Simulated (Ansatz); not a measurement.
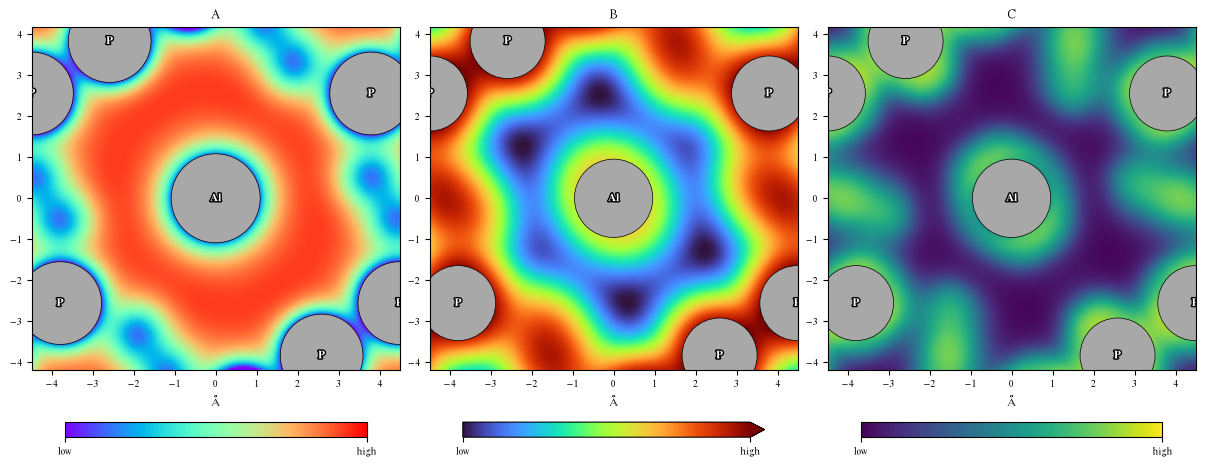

AlP₅: 3 fields on the (111) plane of the conventional cell, with unlabelled colour scales. Grey discs cover the atomic cores.

Space group P6/mmm; a structure generated by program, which may or may not match a known phase.

Level of theory: Ansatz, DFT PBE, scalar-relativistic, plane waves, PAW.

> Match the panels to the quantities (electron localisation function, electrostatic potential energy of an electron and valence pseudo-density).

Panel A: electrostatic potential energy of an electron (low next to the atoms, rising into the space between them). Panel B: valence pseudo-density. Panel C: electron localisation function. From the grid: P–P (2.29 Å): the density is about 0.65 e/Å³ at the midpoint; the ELF peaks at about 0.90 between the atoms.
